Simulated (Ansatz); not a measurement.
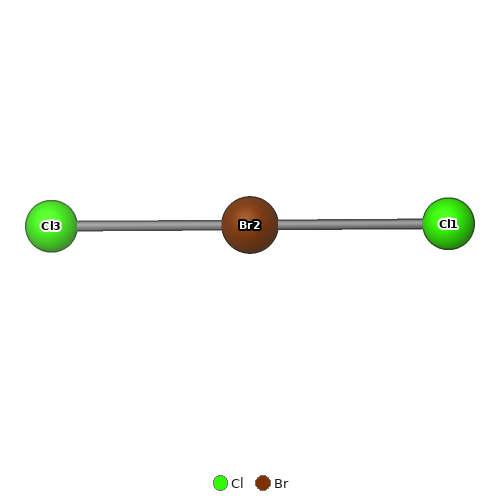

The system is Cl + BrCl, spin multiplicity 2; the picture shows the reference structure. The first coordinate is: distance Cl1–Br2; the second: distance Br2–Cl3. Nothing is relaxed (the angle Cl1–Br2–Cl3 is fixed at 180 degrees). The grid has 9 × 9 points; 45 points were computed and 36 follow by symmetry. Points are written as (first, second). Energies: kJ/mol, counted from the lowest grid point. In part of the range the unrestricted reference is strongly spin-contaminated. Computed with UKS PBE-D4/def2-SVPD in Ansatz 0.2.0.

Its coordinates:

```yaml
atoms:
  - { symbol: Cl, position_ang: [-2.4260, 0.0000, 0.0000] }
  - { symbol: Br, position_ang: [0.0000, 0.0000, 0.0000] }
  - { symbol: Cl, position_ang: [2.4260, 0.0000, 0.0000] }
```

Range: distance Cl1–Br2 from 1.776 to 3.376 Å; distance Br2–Cl3 from 1.776 to 3.376 Å.

What will the energy surface look like?

Answer. The lowest grid point is at (2.426 Å, 2.426 Å). No other kind of well shows on this grid. The highest grid point, (1.776 Å, 1.776 Å), lies 831 kJ/mol above the lowest. Round the minimum the valley is somewhat tilted: raising distance Cl1–Br2 shifts the best value of distance Br2–Cl3 downwards (coupling k₁₂/√(k₁₁k₂₂) about 0.3).

| distance Br2–Cl3 ↓, distance Cl1–Br2 → | 1.776 | 1.883 | 2.040 | 2.223 | 2.426 | 2.644 | 2.877 | 3.121 | 3.376 |
| --- | --- | --- | --- | --- | --- | --- | --- | --- | --- |
| 3.376 | 321 | 187 | 96 | 75 | 98 | 141 | 188 | 228 | 258 |
| 3.121 | 312 | 177 | 84 | 58 | 77 | 115 | 158 | 198 | 228 |
| 2.877 | 305 | 167 | 69 | 37 | 49 | 82 | 122 | 158 | 188 |
| 2.644 | 304 | 161 | 55 | 16 | 20 | 47 | 82 | 115 | 141 |
| 2.426 | 319 | 170 | 54 | 4 | 0 | 20 | 49 | 77 | 98 |
| 2.223 | 367 | 209 | 81 | 19 | 4 | 16 | 37 | 58 | 75 |
| 2.040 | 469 | 299 | 156 | 81 | 54 | 55 | 69 | 84 | 96 |
| 1.883 | 639 | 457 | 299 | 209 | 170 | 161 | 167 | 177 | 187 |
| 1.776 | 831 | 639 | 469 | 367 | 319 | 304 | 305 | 312 | 321 |

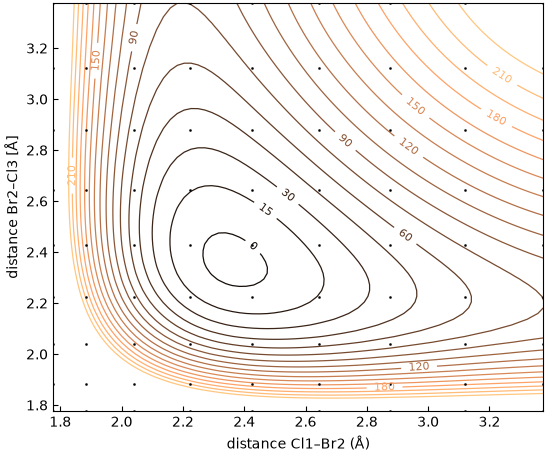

In the figure: contour lines labelled in kJ/mol (none above 225), dots at the grid points. Between grid points the surface is interpolated.

Time for the 45 points that were run: 24 min on 1 thread of Arm Neoverse V2, with other jobs on the host.
